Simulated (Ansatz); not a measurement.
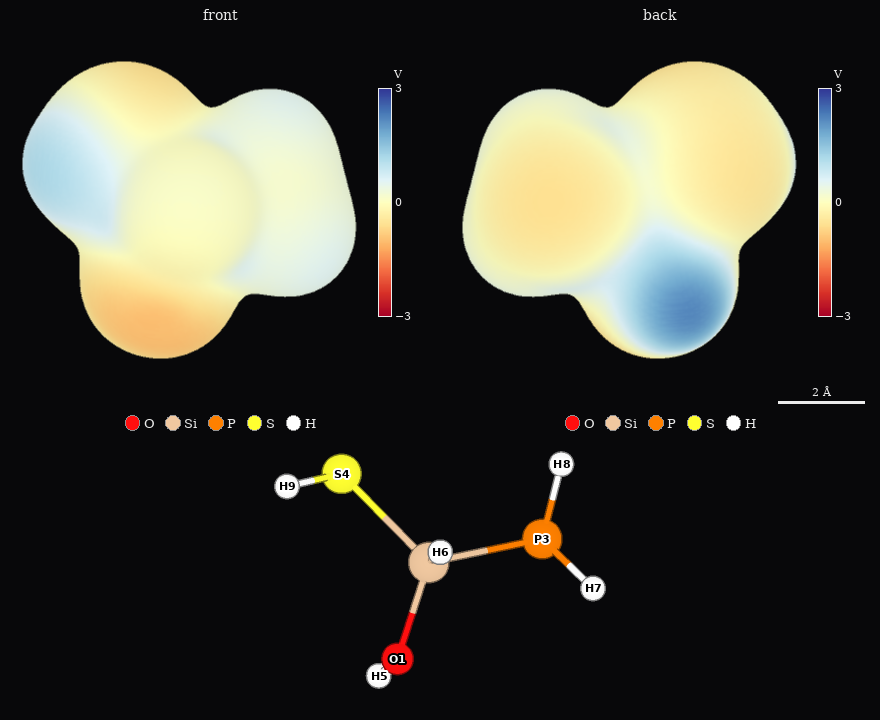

*H$_{5}$OPSSi. The electrostatic potential painted on the density surface at 0.001 e/bohr³, seen from the front and from behind; the colour scale runs from red (negative) to blue (positive). The bare structure is drawn below in the same view.*

Geometry: PBE0-D4/def2-TZVP.

Theory: RKS PBE0-D4/def2-TZVPP (Ansatz).

```csv
atom,x (Å),y (Å),z (Å)
O,-1.6183,0.5835,0.5298
Si,-0.0377,0.2124,0.2730
P,0.1513,-1.7038,-0.8893
S,0.9820,1.6373,-0.9505
H,-2.1531,0.7776,-0.2427
H,0.5485,0.1904,1.6316
H,-0.2916,-2.4887,0.2089
H,1.5261,-1.8539,-0.5670
H,0.9813,2.5989,-0.0109
```

**Which sites attract a positive test charge, and which a negative one?**

A positive charge is drawn to the negative regions and a negative charge to the positive ones. The most negative region (about −1.0 V, or −23 kcal/mol for a unit charge) lies over O1, the most positive (about +2.1 V, or +48 kcal/mol for a unit charge) over H5.
